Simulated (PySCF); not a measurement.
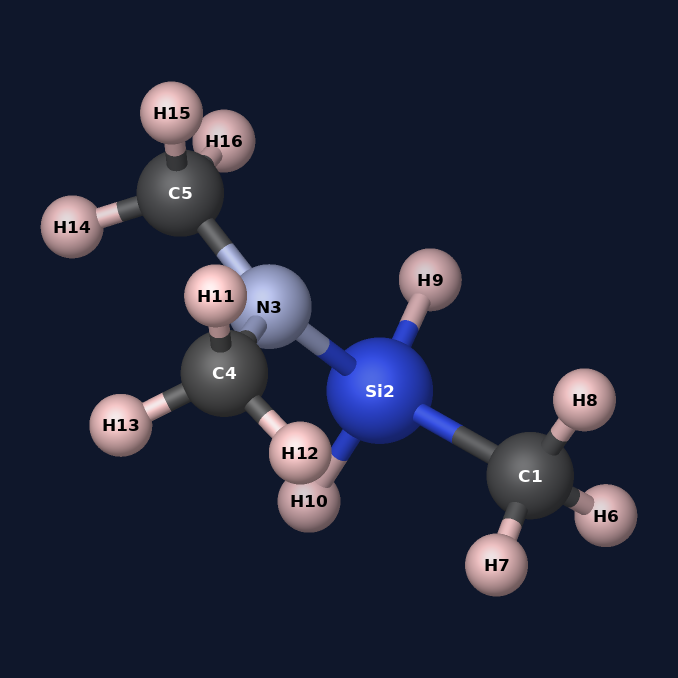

The geometry was computed by an optimisation with PBE0-D3(BJ)/def2-SVP. No frequency run is at hand to confirm it as a minimum. Level of theory: delta-SCF UKS SCAN, pcX-2 on the ionised atom, pcseg-1 elsewhere, spin-free X2C (PySCF 2.14.0).

Give the core-electron binding energies (to vacuum; p and d levels without spin–orbit splitting) of C1 1s, Si2 1s, Si2 2p, N3 1s, C4 1s.

```tsv
atom	level	binding energy (eV)
C1	1s	290.1
Si2	1s	1846.3
Si2	2p	106.6
N3	1s	404.1
C4	1s	291.4
```
